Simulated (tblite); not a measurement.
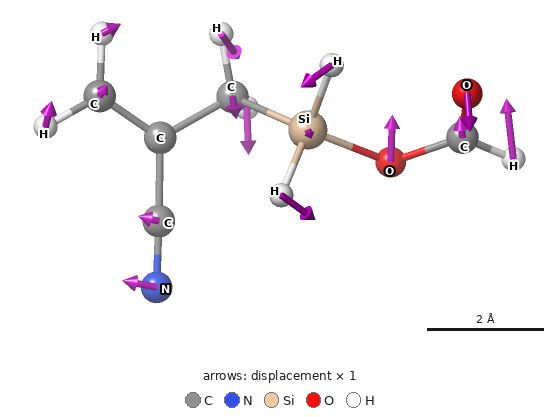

A relaxation of C$_{5}$H$_{7}$NO$_{2}$Si. The starting structure is drawn; purple arrows show the displacements, at their true length. The two geometries are superimposed by the best rigid fit.

Style: ball-and-stick. Shown face on.

Level of theory: GFN2-xTB geometry optimisation, gas phase in tblite. 

### Describe the change and its energy.

An H atom moves most after the best rigid fit: 1.06 Å. Largest moves by element: H 1.06 Å, O 0.82 Å, N 0.62 Å, C 0.43 Å, Si 0.17 Å. Near-neighbour distances that change, for instance: C–O 1.410 → 1.311 Å, O–Si 1.740 → 1.672 Å, C–O 1.259 → 1.192 Å, C–Si 1.851 → 1.905 Å. Bond angles that change, for instance: C–Si–O 112.6° → 100.7°, C–C–C 118.2° → 124.9°, O–C–H 116.1° → 111.0°. Groups turn about C–Si by about 55°, O–Si by about 40°, C–C by about 20°. Over 136 geometry steps the energy falls by 20.1 kcal/mol.
